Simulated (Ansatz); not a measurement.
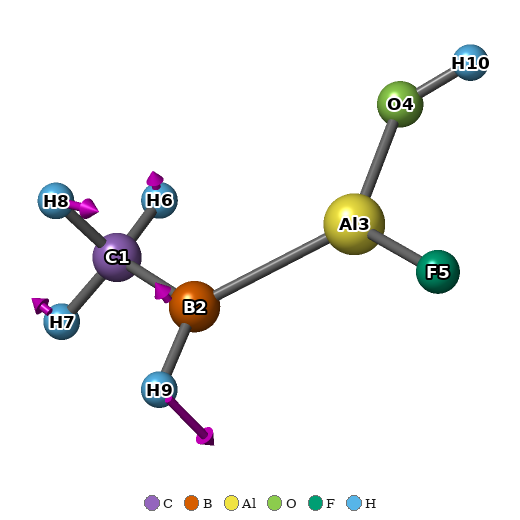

The arrows show one normal mode. Harmonic vibrations computed with RKS PBE0-D4/def2-TZVP (Ansatz 0.2.0) at a stationary point of the same level. It is a saddle point of order 1.

What kind of motion is it?

Answer. Mostly B–C–H bending.

Estimate its harmonic wavenumber.

Answer. 775 cm⁻¹; it is mode 11 of 24 counted from the lowest.
